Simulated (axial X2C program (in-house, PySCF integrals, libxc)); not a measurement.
**CuB: bond curves with and without spin–orbit coupling**

What are the state, bond length, wavenumber and bond energy of CuB, and what does spin–orbit coupling change?

Method: all-electron X2C, Cu dyall-cv3z, B dyall-v3z; program: an in-house X2C program for linear molecules on PySCF integrals.

All values are calculated.

## (1) Input

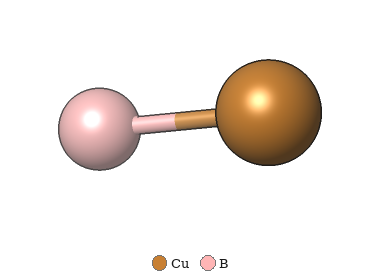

The two atoms at 1.970 Å (copper orange, boron pink).

Contents of task.json:

```json
{"zs": [29, 5], "q": 0, "bas": ["dyall-cv3z", "dyall-v3z"], "levels": ["PBE0", "HF", "LDA"], "cc": true, "r0": 1.97, "thr": -2.0, "nmax": 90, "npts": 10, "nst": 2, "ntry": 6}
```

Keys: zs atomic numbers; q charge; bas basis sets; levels methods (HF also brings MP2); cc coupled cluster on or off; r0 starting distance in Å; thr threshold in hartree for freezing inner shells (an s shell follows its p shell); nmax most natural virtual spinors; npts points asked for on the curve; nst determinants followed; ntry starts of the search.

Run with:

```
$ python so2c.py task.json out
```

Spin-free means the one-electron spin-free X2C Hamiltonian; two-component (2c) means X2C with spin–orbit coupling and atomic mean-field two-electron Coulomb and Gaunt terms. Basis: Cu dyall-cv3z contracted to [9s9p6d3f2g], B dyall-v3z contracted to [7s6p2d1f]; Gaussian nuclei, density fitting. Masses: Cu 62.930 u, B 11.009 u.

Notation: σ, π±, δ± give the projection m of an orbital's angular momentum (0, ±1, ±2), α and β its spin, Λ and M_S the sums; ω is the projection of a spinor's total angular momentum and Ω the sum. Logs are in hartree.

The results follow Hamiltonian by Hamiltonian and level by level.

## (2) Which state to follow

PBE0 moves the distance from 1.970 Å to 1.916 Å and compares determinants there.

Spin-free determinants:

| ΔE (eV) | state | open shells |
| --- | --- | --- |
| 0.00 | M_S = 0, Λ = 0 | closed shell |
| 0.57 | M_S = 1, Λ = 1 | beyond closed shells: σα, π+α |
| 0.91 | M_S = 0, Λ = 1 | beyond closed shells: σα, π+β |
| 1.74 | M_S = 1, Λ = 0 | beyond closed shells: 2 × σα |
| 2.24 | M_S = 1, Λ = 0 | beyond closed shells: π+α, π-α |
| 3.62 | M_S = 1, Λ = 1 | beyond closed shells: π-α, δ+α, δ+β, δ-α |
| 3.64 | M_S = 0, Λ = 3 | beyond closed shells: π+α, δ+α, δ+β, δ-β |

Two-component determinants:

```json
{"ΔE (eV)": "0.00", "state": "Ω = 0", "open shells": "closed shell"}
{"ΔE (eV)": "0.58", "state": "Ω = 2", "open shells": "excess of +ω over −ω: ω = 1/2, ω = 3/2"}
{"ΔE (eV)": "0.90", "state": "Ω = 1", "open shells": "excess of +ω over −ω: 2 × ω = 1/2"}
{"ΔE (eV)": "0.92", "state": "Ω = 1", "open shells": "excess of +ω over −ω: ω = -1/2, ω = 3/2"}
{"ΔE (eV)": "3.12", "state": "Ω = 0", "open shells": "closed shell"}
{"ΔE (eV)": "3.52", "state": "Ω = 2", "open shells": "excess of +ω over −ω: ω = -1/2, ω = 5/2"}
{"ΔE (eV)": "3.53", "state": "Ω = 3", "open shells": "excess of +ω over −ω: ω = 1/2, ω = 5/2"}
```

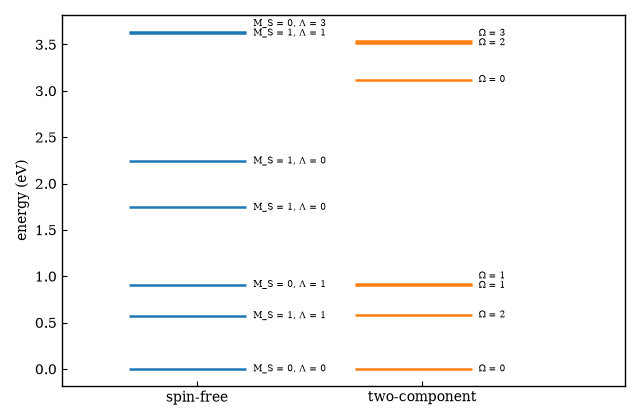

The determinants found, each set from its own lowest.

## (3) PBE0, spin-free

State followed: M_S = 0, Λ = 0 (closed shell). The scan is laid around 1.916 Å, a first estimate of the minimum, and this SCF restarts from the orbitals of the search.

Output at 1.916 Å:

```text
spin-free X2C-1e  PBE0
basis functions 147  fitting functions 850  grid points 5077
iter        total energy     max residual
   1      -1679.283090492     2.94e-05
   2      -1679.283090420     8.79e-05
   3      -1679.283090496     2.23e-05
   4      -1679.283090500     7.80e-07
   5      -1679.283090500     8.53e-07
converged
one-electron -2416.96291599  Coulomb 769.26390401  exact exchange -17.51006636  xc functional -54.12134805  nuclear repulsion 40.04733590
```

Along the bond, energies from the lowest point:

| R (Å) | E (eV) | μ (D) | HOMO (eV) | LUMO (eV) | iterations |
| --- | --- | --- | --- | --- | --- |
| 1.667 | 0.4556 | -1.73 | -5.48 | -2.62 | 12 |
| 1.744 | 0.1907 | -1.79 | -5.50 | -2.57 | 11 |
| 1.801 | 0.0762 | -1.81 | -5.52 | -2.54 | 10 |
| 1.859 | 0.0165 | -1.81 | -5.53 | -2.51 | 10 |
| 1.916 | 0.0000 | -1.79 | -5.54 | -2.49 | 5 |
| 1.983 | 0.0226 | -1.74 | -5.55 | -2.48 | 11 |
| 2.050 | 0.0787 | -1.68 | -5.55 | -2.47 | 10 |
| 2.136 | 0.1856 | -1.57 | -5.55 | -2.46 | 10 |
| 2.242 | 0.3503 | -1.43 | -5.53 | -2.47 | 10 |
| 2.395 | 0.6230 | -1.19 | -5.48 | -2.50 | 10 |

Dipoles are positive if B is the positive end.

Outer orbitals at the reference distance:

```csv
symmetry,occupied,ε (eV),atomic character
σα,yes,-12.01,"52% B s, 21% Cu d, 14% Cu s"
π-α,yes,-8.82,"95% Cu d, 4% B p"
π+α,yes,-8.82,"95% Cu d, 4% B p"
δ-α,yes,-8.55,100% Cu d
δ+α,yes,-8.55,100% Cu d
σα,yes,-8.48,"75% Cu d, 13% B s, 6% Cu s"
σα,yes,-5.54,"56% B p, 27% Cu s, 8% B s"
π-α,no,-2.49,"72% B p, 22% Cu p, 6% Cu d"
π+α,no,-2.49,"72% B p, 22% Cu p, 6% Cu d"
σα,no,-1.63,"38% Cu p, 32% Cu s, 24% B p"
π-α,no,0.53,"78% Cu p, 16% B p, 4% Cu d"
```

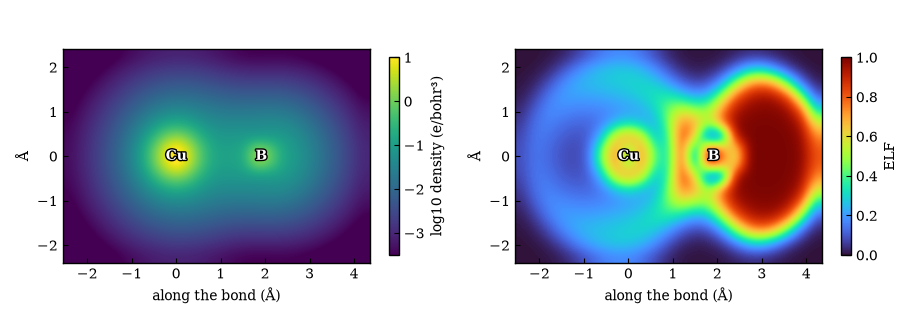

PBE0 fields in a plane through the axis, from a grid of 0.3 Å; Cu lies at z = 0 and B at z = 1.916 Å; the ELF is damped to zero where the density is low.

Re = 1.913 Å, ωe = 545 cm⁻¹, ωexe = 3.61 cm⁻¹, Be = 0.4915 cm⁻¹, De = 2.33 eV, μ = -1.79 D.

## (4) HF, spin-free

The SCF at the reference distance of 1.916 Å:

```text
spin-free X2C-1e  HF
basis functions 147  fitting functions 850  grid points 5077
iter        total energy     max residual
   1      -1677.691941541     1.24e-01
   2      -1677.721245100     3.59e-02
   3      -1677.714830919     5.54e-02
   4      -1677.732693449     3.81e-03
   5      -1677.733431288     2.74e-03
   6      -1677.733739661     6.85e-04
   7      -1677.733772859     2.78e-04
   8      -1677.733776163     5.23e-05
   9      -1677.733776457     1.70e-05
  10      -1677.733776474     6.14e-06
  11      -1677.733776476     2.16e-06
converged
one-electron -2419.13777903  Coulomb 771.65434434  exact exchange -70.29767768  xc functional 0.00000000  nuclear repulsion 40.04733590
```

Re = 2.136 Å, ωe = 402 cm⁻¹, ωexe = 2.03 cm⁻¹, Be = 0.3944 cm⁻¹, De = 0.241 eV, μ = -3.66 D.

## (5) LDA, spin-free

The SCF at the reference distance of 1.916 Å:

```text
spin-free X2C-1e  LDA
basis functions 147  fitting functions 850  grid points 5077
iter        total energy     max residual
   1      -1676.453961256     1.16e-01
   2      -1676.397152625     1.09e-01
   3      -1676.224475076     1.83e-01
   4      -1676.450181605     4.12e-02
   5      -1676.449994255     4.15e-02
   6      -1676.465075895     1.19e-02
   7      -1676.466443740     7.92e-04
   8      -1676.466451856     2.88e-04
   9      -1676.466452666     6.23e-05
  10      -1676.466452708     3.84e-06
  11      -1676.466452708     3.32e-07
converged
one-electron -2415.59214055  Coulomb 767.76651092  exact exchange 0.00000000  xc functional -68.68815898  nuclear repulsion 40.04733590
```

Re = 1.845 Å, ωe = 621 cm⁻¹, ωexe = 3.87 cm⁻¹, Be = 0.5287 cm⁻¹, De = 3.64 eV, μ = -1.16 D.

## (6) MP2 and beyond, spin-free

Correlated methods: 14 electrons correlated (frozen shells, counted by type: Cu 3 s, 2 p; B 1 s), 226 virtual spinors in MP2, 90 natural virtuals in coupled cluster.

Output of the correlated part at 1.916 Å:

```text
correlated 14  virtual 226  natural virtual 90  E(MP2) -0.647463754  MP2 remainder -0.054724934
iter   CCSD correlation   residual
   1     -0.480958458   3.36e-01
   2     -0.524222575   2.59e-01
   3     -0.534297676   7.36e-02
   4     -0.535652623   4.26e-02
   5     -0.536038525   1.83e-02
   6     -0.536826334   1.07e-02
   7     -0.536903699   4.81e-03
   8     -0.536772654   2.16e-03
   9     -0.536929776   1.04e-03
  10     -0.536889698   4.79e-04
  11     -0.536891817   2.32e-04
  12     -0.536902129   1.06e-04
  13     -0.536898132   5.43e-05
  14     -0.536897371   2.43e-05
  15     -0.536897678   1.09e-05
  16     -0.536897335   5.59e-06
  17     -0.536897152   2.21e-06
  18     -0.536897201   9.64e-07
  19     -0.536897169   5.37e-07
  20     -0.536897158   2.73e-07
(T) -0.031644563  T1 0.0676  D1 0.1319  max T2 0.141
```

T1 in the output is the amplitude norm over the root of the electron number; divide by √2 for the Lee–Taylor value.

MP2: Re = 1.821 Å, ωe = 601 cm⁻¹, Be = 0.5424 cm⁻¹, De = 2.40 eV.

CCSD: Re = 1.923 Å, ωe = 513 cm⁻¹, ωexe = 3.6 cm⁻¹, Be = 0.4863 cm⁻¹, De = 2.11 eV. T1 at Re = 0.048 (Lee–Taylor, the printed value over √2).

CCSD(T): Re = 1.873 Å, ωe = 570 cm⁻¹, ωexe = 4.28 cm⁻¹, Be = 0.513 cm⁻¹, De = 2.46 eV. T1 at Re = 0.048 (Lee–Taylor, the printed value over √2).

## (7) A higher determinant, spin-free

State: M_S = 1, Λ = 1 (beyond closed shells: σα, π+α).

Output at the reference distance:

```text
spin-free X2C-1e  PBE0
basis functions 147  fitting functions 850  grid points 5077
iter        total energy     max residual
   1      -1679.261998947     7.29e-06
   2      -1679.261998947     1.52e-05
converged
one-electron -2417.24774600  Coulomb 769.62744971  exact exchange -17.53520839  xc functional -54.15383017  nuclear repulsion 40.04733590
```

| R (Å) | E above the lowest PBE0 point (eV) |
| --- | --- |
| 1.667 | 0.837 |
| 1.744 | 0.642 |
| 1.801 | 0.573 |
| 1.859 | 0.555 |
| 1.916 | 0.574 |
| 1.983 | 0.632 |
| 2.050 | 0.716 |
| 2.136 | 0.848 |
| 2.242 | 1.028 |

Re = 1.855 Å, ωe = 580 cm⁻¹, ωexe = 4.85 cm⁻¹, Be = 0.5226 cm⁻¹, μ = -2.43 D. Te = 0.55 eV.

## (8) The spin-free curves together

Energy (eV) of the followed determinant, spin-free, from each level's lowest point:

| R (Å) | PBE0 | HF | MP2 | CCSD | CCSD(T) | LDA |
| --- | --- | --- | --- | --- | --- | --- |
| 1.667 | 0.456 | 1.134 | 0.192 | n/a | n/a | 0.277 |
| 1.744 | 0.191 | 0.711 | 0.040 | 0.194 | 0.114 | 0.078 |
| 1.801 | 0.076 | 0.478 | 0.000 | 0.082 | 0.031 | 0.012 |
| 1.859 | 0.017 | 0.303 | 0.006 | 0.021 | 0.000 | 0.000 |
| 1.916 | 0.000 | 0.177 | 0.045 | 0.000 | 0.009 | 0.029 |
| 1.983 | 0.023 | 0.078 | 0.124 | 0.015 | 0.056 | 0.103 |
| 2.050 | 0.079 | 0.023 | 0.226 | 0.060 | 0.132 | 0.207 |
| 2.136 | 0.186 | 0.000 | 0.380 | 0.151 | 0.259 | 0.371 |
| 2.242 | 0.350 | 0.028 | 0.589 | n/a | n/a | 0.599 |
| 2.395 | 0.623 | 0.140 | 0.905 | n/a | n/a | 0.952 |

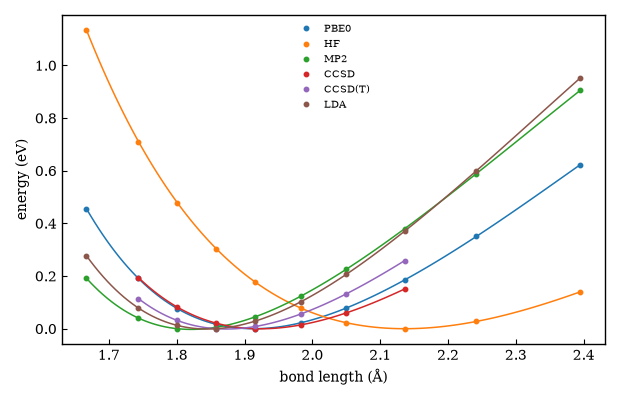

Curves of the followed state, spin-free, each from its own lowest point.

## (9) PBE0, 2c

State followed: Ω = 0 (closed shell). The scan is laid around 1.916 Å, a first estimate of the minimum, and this SCF restarts from the orbitals of the search.

The SCF at the reference distance of 1.916 Å:

```text
two-component X2C + atomic mean field  PBE0
basis functions 147  fitting functions 850  grid points 5077
iter        total energy     max residual
   1      -1678.799850657     1.51e-05
   2      -1678.799850635     5.49e-05
   3      -1678.799850660     1.18e-05
   4      -1678.799850661     1.55e-06
converged
one-electron -2415.75200894  Coulomb 769.02492677  exact exchange -17.50501973  xc functional -54.10563234  nuclear repulsion 40.04733590  atomic mean-field constant -0.50945232
```

Along the bond, energies from the lowest point:

| R (Å) | E (eV) | μ (D) | HOMO (eV) | LUMO (eV) | iterations |
| --- | --- | --- | --- | --- | --- |
| 1.667 | 0.4569 | -1.73 | -5.48 | -2.64 | 12 |
| 1.744 | 0.1917 | -1.79 | -5.50 | -2.58 | 11 |
| 1.801 | 0.0768 | -1.81 | -5.52 | -2.55 | 10 |
| 1.859 | 0.0168 | -1.81 | -5.53 | -2.52 | 10 |
| 1.916 | 0.0000 | -1.79 | -5.54 | -2.50 | 4 |
| 1.983 | 0.0222 | -1.74 | -5.55 | -2.48 | 11 |
| 2.050 | 0.0780 | -1.68 | -5.55 | -2.47 | 10 |
| 2.136 | 0.1846 | -1.57 | -5.55 | -2.47 | 10 |
| 2.242 | 0.3490 | -1.43 | -5.53 | -2.47 | 10 |
| 2.395 | 0.6212 | -1.19 | -5.48 | -2.50 | 10 |

Dipoles are positive if B is the positive end.

Outer spinors at the reference distance:

| ω | occupied | ε (eV) | atomic character | λ mixture |
| --- | --- | --- | --- | --- |
| 1/2 | yes | -12.01 | 52% B s, 21% Cu d, 14% Cu s | 100% σ |
| 1/2 | yes | -8.92 | 93% Cu d, 4% B p | 92% π, 8% σ |
| 3/2 | yes | -8.84 | 96% Cu d, 3% B p | 73% π, 27% δ |
| 3/2 | yes | -8.59 | 98% Cu d | 73% δ, 27% π |
| 1/2 | yes | -8.45 | 76% Cu d, 12% B s, 6% Cu s | 92% σ, 8% π |
| 5/2 | yes | -8.45 | 100% Cu d | 100% δ |
| 1/2 | yes | -5.54 | 56% B p, 27% Cu s, 8% B s | 100% σ |
| 1/2 | no | -2.50 | 72% B p, 22% Cu p, 6% Cu d | 100% π |
| 3/2 | no | -2.48 | 72% B p, 22% Cu p, 6% Cu d | 100% π |
| 1/2 | no | -1.63 | 38% Cu p, 32% Cu s, 24% B p | 100% σ |
| 1/2 | no | 0.53 | 78% Cu p, 16% B p, 4% Cu d | 100% π |

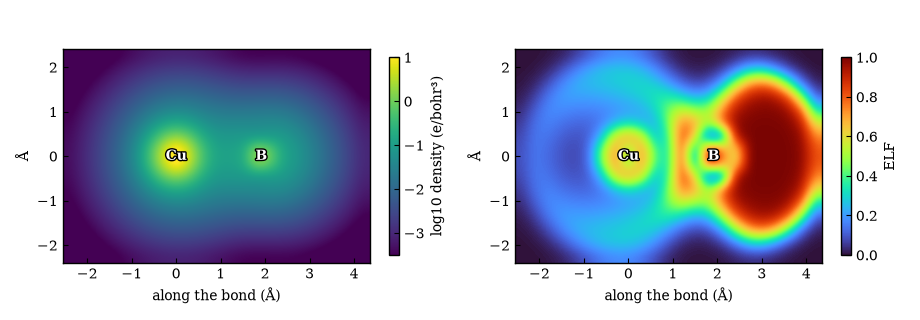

PBE0 fields in a plane through the axis, from a grid of 0.3 Å; Cu lies at z = 0 and B at z = 1.916 Å; the ELF is damped to zero where the density is low.

Re = 1.914 Å, ωe = 544 cm⁻¹, ωexe = 3.6 cm⁻¹, Be = 0.4913 cm⁻¹, De = 2.33 eV, μ = -1.79 D.

## (10) HF, 2c

Output at 1.916 Å:

```text
two-component X2C + atomic mean field  HF
basis functions 147  fitting functions 850  grid points 5077
iter        total energy     max residual
   1      -1677.209277528     1.24e-01
   2      -1677.238578687     3.61e-02
   3      -1677.232195293     5.54e-02
   4      -1677.250007639     3.86e-03
   5      -1677.250744755     2.76e-03
   6      -1677.251052916     7.09e-04
   7      -1677.251086210     2.89e-04
   8      -1677.251089542     5.22e-05
   9      -1677.251089845     1.86e-05
  10      -1677.251089868     6.27e-06
  11      -1677.251089873     5.70e-06
  12      -1677.251089877     5.25e-06
  13      -1677.251089883     4.49e-06
  14      -1677.251089894     2.85e-06
  15      -1677.251089900     9.81e-07
  16      -1677.251089901     2.07e-07
converged
one-electron -2417.92565753  Coulomb 771.41408345  exact exchange -70.27739940  xc functional 0.00000000  nuclear repulsion 40.04733590  atomic mean-field constant -0.50945232
```

No constants are quoted: too few points lie around the minimum for a second fit to confirm the first.

## (11) LDA, 2c

The SCF at the reference distance of 1.916 Å:

```text
two-component X2C + atomic mean field  LDA
basis functions 147  fitting functions 850  grid points 5077
iter        total energy     max residual
   1      -1675.970990454     1.16e-01
   2      -1675.914169732     1.09e-01
   3      -1675.741259018     1.83e-01
   4      -1675.967268098     4.11e-02
   5      -1675.966941651     4.16e-02
   6      -1675.982103197     1.19e-02
   7      -1675.983473816     7.95e-04
   8      -1675.983481959     2.89e-04
   9      -1675.983482779     6.23e-05
  10      -1675.983482820     3.83e-06
  11      -1675.983482820     3.29e-07
converged
one-electron -2414.38137141  Coulomb 767.52765443  exact exchange 0.00000000  xc functional -68.66764941  nuclear repulsion 40.04733590  atomic mean-field constant -0.50945232
```

Re = 1.845 Å, ωe = 621 cm⁻¹, ωexe = 3.86 cm⁻¹, Be = 0.5284 cm⁻¹, De = 3.64 eV, μ = -1.16 D.

## (12) Correlated methods, 2c

Correlated methods: 14 electrons correlated (frozen shells, counted by type: Cu 3 s, 2 p; B 1 s), 226 virtual spinors in MP2, 90 natural virtuals in coupled cluster.

Output of the correlated part at 1.916 Å:

```text
correlated 14  virtual 226  natural virtual 90  E(MP2) -0.647134118  MP2 remainder -0.054717128
iter   CCSD correlation   residual
   1     -0.480848863   3.35e-01
   2     -0.524030537   2.58e-01
   3     -0.534097217   7.36e-02
   4     -0.535446328   4.26e-02
   5     -0.535831054   1.82e-02
   6     -0.536616333   1.07e-02
   7     -0.536693414   4.80e-03
   8     -0.536562753   2.16e-03
   9     -0.536719900   1.05e-03
  10     -0.536679758   4.86e-04
  11     -0.536681734   2.39e-04
  12     -0.536692421   1.13e-04
  13     -0.536688203   6.04e-05
  14     -0.536687385   3.02e-05
  15     -0.536687762   1.64e-05
  16     -0.536687308   1.02e-05
  17     -0.536687075   5.63e-06
  18     -0.536687195   3.28e-06
  19     -0.536687113   2.10e-06
  20     -0.536687118   1.22e-06
(T) -0.031600325  T1 0.0675  D1 0.1317  max T2 0.141
```

MP2: Re = 1.822 Å, ωe = 601 cm⁻¹, Be = 0.542 cm⁻¹, De = 2.39 eV.

CCSD: Re = 1.924 Å, ωe = 512 cm⁻¹, ωexe = 3.55 cm⁻¹, Be = 0.4859 cm⁻¹, De = 2.11 eV. T1 at Re = 0.048 (Lee–Taylor, the printed value over √2).

CCSD(T): Re = 1.873 Å, ωe = 569 cm⁻¹, ωexe = 4.12 cm⁻¹, Be = 0.5126 cm⁻¹, De = 2.45 eV. T1 at Re = 0.048 (Lee–Taylor, the printed value over √2).

## (13) A higher determinant, 2c

State: Ω = 2 (excess of +ω over −ω: ω = 1/2, ω = 3/2).

Output at the reference distance:

```text
two-component X2C + atomic mean field  PBE0
basis functions 147  fitting functions 850  grid points 5077
iter        total energy     max residual
   1      -1678.778458214     8.07e-06
   2      -1678.778458211     3.19e-05
   3      -1678.778458216     4.69e-06
   4      -1678.778458217     2.40e-06
converged
one-electron -2416.04138745  Coulomb 769.39370632  exact exchange -17.53030375  xc functional -54.13835692  nuclear repulsion 40.04733590  atomic mean-field constant -0.50945232
```

| R (Å) | E above the lowest PBE0 point (eV) |
| --- | --- |
| 1.667 | 0.852 |
| 1.744 | 0.655 |
| 1.801 | 0.585 |
| 1.859 | 0.564 |
| 1.916 | 0.582 |
| 1.983 | 0.638 |
| 2.050 | 0.721 |
| 2.136 | 0.852 |
| 2.242 | 1.031 |

Re = 1.858 Å, ωe = 578 cm⁻¹, ωexe = 4.83 cm⁻¹, Be = 0.5214 cm⁻¹, μ = -2.43 D. Te = 0.56 eV.

## (14) The 2c curves together

Energy (eV) of the followed determinant, 2c, from each level's lowest point:

| R (Å) | PBE0 | HF | MP2 | CCSD | CCSD(T) | LDA |
| --- | --- | --- | --- | --- | --- | --- |
| 1.667 | 0.457 | 1.137 | 0.193 | n/a | n/a | 0.278 |
| 1.744 | 0.192 | 0.713 | 0.041 | 0.195 | 0.115 | 0.079 |
| 1.801 | 0.077 | 0.480 | 0.000 | 0.083 | 0.032 | 0.013 |
| 1.859 | 0.017 | 0.305 | 0.005 | 0.021 | 0.000 | 0.000 |
| 1.916 | 0.000 | 0.178 | 0.044 | 0.000 | 0.008 | 0.029 |
| 1.983 | 0.022 | 0.079 | 0.122 | 0.014 | 0.055 | 0.102 |
| 2.050 | 0.078 | 0.023 | 0.224 | 0.059 | 0.131 | 0.206 |
| 2.136 | 0.185 | 0.000 | 0.378 | 0.150 | 0.257 | 0.370 |
| 2.242 | 0.349 | 0.027 | 0.586 | n/a | n/a | 0.598 |
| 2.395 | 0.621 | 0.139 | 0.902 | n/a | n/a | 0.950 |

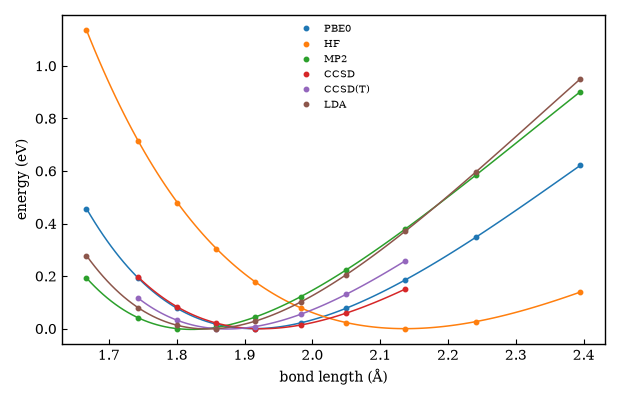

Curves of the followed state, 2c, each from its own lowest point.

The whole job took 2.7 min on 1 thread of Intel Xeon 6975P-C (Granite Rapids), shared host.

## (15) Results

Lowest determinant that the search found at its distance, spin-free: M_S = 0, Λ = 0 (closed shell).

Lowest determinant that the search found at its distance, 2c: Ω = 0 (closed shell).

```
Hamiltonian    level  Re (Å)  ωe (cm⁻¹)  De (eV)  μ (D)
  spin-free     PBE0   1.913        545     2.33  -1.79
  spin-free       HF   2.136        402    0.241  -3.66
  spin-free      MP2   1.821        601     2.40    n/a
  spin-free     CCSD   1.923        513     2.11    n/a
  spin-free  CCSD(T)   1.873        570     2.46    n/a
  spin-free      LDA   1.845        621     3.64  -1.16
         2c     PBE0   1.914        544     2.33  -1.79
         2c      MP2   1.822        601     2.39    n/a
         2c     CCSD   1.924        512     2.11    n/a
         2c  CCSD(T)   1.873        569     2.45    n/a
         2c      LDA   1.845        621     3.64  -1.16
```

Dipoles are positive if B is the positive end. No constants: 2c HF (too few points lie around the minimum for a second fit to confirm the first).

Time per point (s) on 1 thread of Intel Xeon 6975P-C (Granite Rapids), shared host (2c runs; CCSD comes with the CCSD(T) run); the times are rough: PBE0 0.21, MP2 0.26, CCSD(T) 8.7, LDA 0.13.

In words: At CCSD(T), going from spin-free to two-component changes Re by +1 mÅ, ωe by -0.2 %, which is small (part of it comes from the scalar share of the two-electron terms). De moves by -0.01 eV; both De rest on single-determinant atoms, which can miss part of an open shell's spin–orbit lowering.

De refers to Cu + B, each in the lowest determinant found, which need not be this curve's own limit. The state is a single determinant with fixed occupations, the lowest that a limited PBE0 search found. Closed shells are restricted here (equal orbitals for both partners), which fails at long range if the bond breaks into open shells. De is counted from the lowest determinant-based energies of the atoms at the same level, without counterpoise correction. Coupled cluster ran in a truncated set of natural virtual spinors; the MP2 energy of the rest was added. T1 at Re is 0.048 (Lee–Taylor), above the customary mark of 0.02.
